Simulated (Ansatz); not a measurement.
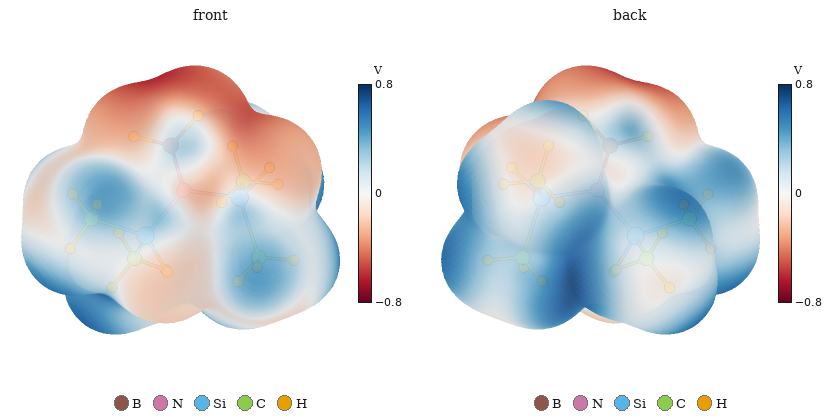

The picture shows: C4H16BNSi2 (SMILES BN([SiH](C)C)[SiH](C)C). The molecular electrostatic potential painted on the density surface at 0.001 e/bohr³, seen from the front and from behind; red is negative and blue positive.

Geometry: PBE0-D4/def2-TZVP.

Computed with RKS PBE0-D4/def2-TZVPP in Ansatz.

```yaml
atoms:
  - { symbol: B, position_ang: [-1.8156, -1.0326, 0.8230] }
  - { symbol: N, position_ang: [-0.5512, -0.6480, 0.3442] }
  - { symbol: Si, position_ang: [0.6704, -0.3317, 1.5816] }
  - { symbol: C, position_ang: [0.3660, 1.3391, 2.3543] }
  - { symbol: C, position_ang: [2.3880, -0.4155, 0.8525] }
  - { symbol: Si, position_ang: [-0.2379, -0.3796, -1.3667] }
  - { symbol: C, position_ang: [0.0826, 1.4380, -1.6639] }
  - { symbol: C, position_ang: [-1.6440, -0.9744, -2.4318] }
  - { symbol: H, position_ang: [-2.7311, -1.2341, 0.0756] }
  - { symbol: H, position_ang: [-1.9858, -1.1570, 2.0075] }
  - { symbol: H, position_ang: [0.5411, -1.3893, 2.6184] }
  - { symbol: H, position_ang: [-0.6337, 1.3832, 2.7930] }
  - { symbol: H, position_ang: [0.4445, 2.1368, 1.6108] }
  - { symbol: H, position_ang: [1.0924, 1.5409, 3.1463] }
  - { symbol: H, position_ang: [2.5613, 0.3448, 0.0873] }
  - { symbol: H, position_ang: [2.5863, -1.3926, 0.4071] }
  - { symbol: H, position_ang: [3.1196, -0.2547, 1.6497] }
  - { symbol: H, position_ang: [0.9909, -1.1429, -1.7265] }
  - { symbol: H, position_ang: [-0.8005, 2.0295, -1.4071] }
  - { symbol: H, position_ang: [0.3174, 1.6196, -2.7162] }
  - { symbol: H, position_ang: [0.9202, 1.8096, -1.0690] }
  - { symbol: H, position_ang: [-1.3620, -0.8591, -3.4825] }
  - { symbol: H, position_ang: [-1.8662, -2.0285, -2.2545] }
  - { symbol: H, position_ang: [-2.5578, -0.4023, -2.2598] }
```

Describe the electrostatic potential map.

Answer. The most negative region (about −0.6 V) lies over H10, the most positive (about +0.7 V) over H15 and H21.
